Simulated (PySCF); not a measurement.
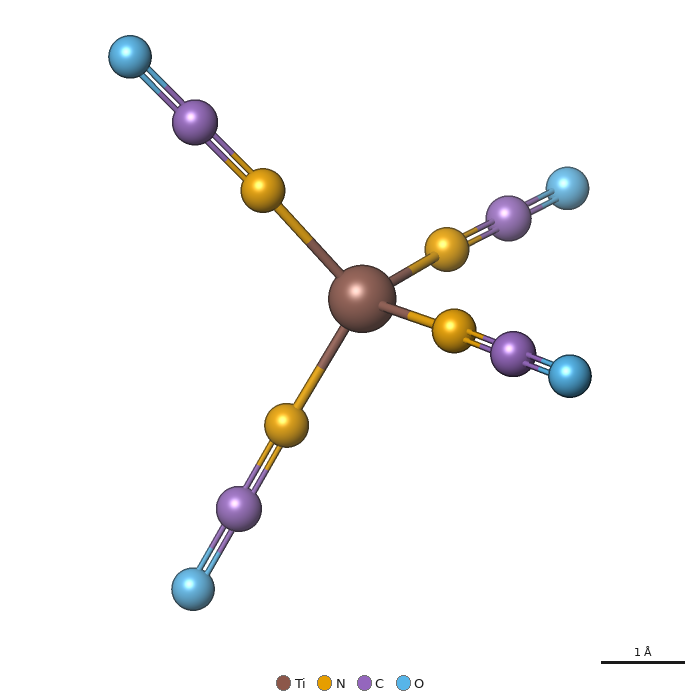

(Drawn from a calculation with PySCF.)

Multiple sticks mark multiple bonds (one Kekulé form).

Charge 0, singlet.

Describe the molecule.

It has 13 atoms: 4 carbon, 4 nitrogen, 4 oxygen and 1 titanium (C₄N₄O₄Ti). Its SMILES string is `O=C=[N][Ti]([N]=C=O)([N]=C=O)[N]=C=O`. Coordination: 1 Ti tetrahedral; 4 N linear; 4 C linear.
